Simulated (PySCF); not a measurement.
Consider C₄H₉FO₃Si.

| atom | x (Å) | y (Å) | z (Å) |
| --- | --- | --- | --- |
| C | -1.0852 | 1.4011 | 1.2941 |
| O | -0.7853 | 0.0179 | 1.1495 |
| C | -0.4454 | -0.3531 | -0.1291 |
| O | 0.7808 | 0.0867 | -0.5554 |
| Si | 2.1679 | 0.0060 | 0.3244 |
| O | 3.2736 | 0.6492 | -0.6630 |
| C | -0.9102 | -1.7114 | -0.5788 |
| C | -1.4886 | -0.4726 | -1.2060 |
| F | -2.7850 | -0.1608 | -0.9235 |
| H | -1.2027 | 1.5660 | 2.3622 |
| H | -2.0133 | 1.6532 | 0.7746 |
| H | -0.2685 | 2.0175 | 0.9106 |
| H | 2.4478 | -1.3927 | 0.6409 |
| H | 2.1545 | 0.8802 | 1.4862 |
| H | 3.1846 | 0.5853 | -1.6110 |
| H | -0.2417 | -2.3167 | -1.1683 |
| H | -1.5477 | -2.2464 | 0.1066 |
| H | -1.2443 | -0.2031 | -2.2255 |

Geometry: GFN2-xTB.

Level of theory: PBE0/pcSseg-1, SCF density, gas phase, non-relativistic (PySCF 2.14.0).

**Predict the electron density and electron localisation function between the atoms.**

C–O (1.37 Å): ρ is about 2.2 e/Å³ halfway, with its minimum of 1.9 e/Å³ about 0.5 Å from C; the ELF peaks at about 0.90 between the atoms; a shared but strongly polarised pair.
C–C (1.50 Å): the density is about 1.6 e/Å³ at the midpoint; the ELF peaks at about 0.90 between the atoms; a shared electron pair.

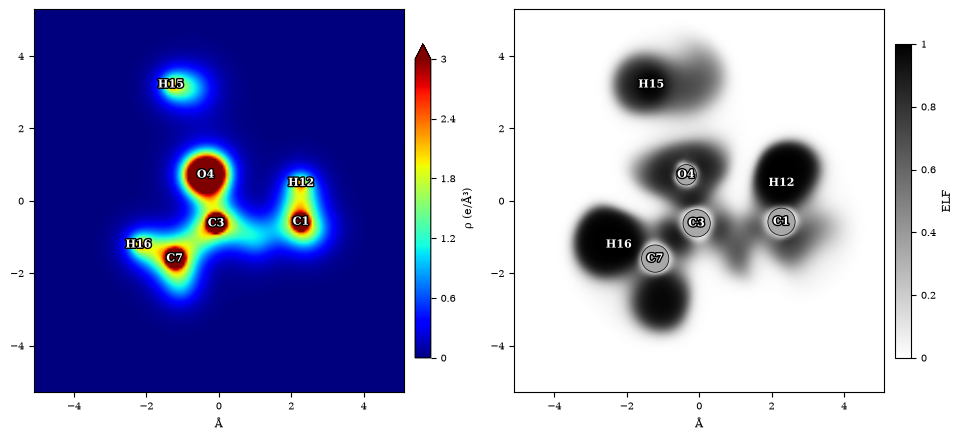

Computed electron density and electron localisation function on the plane of atoms O4, C3 and C7, in this order. Grey discs cover the atomic cores in the ELF map. 
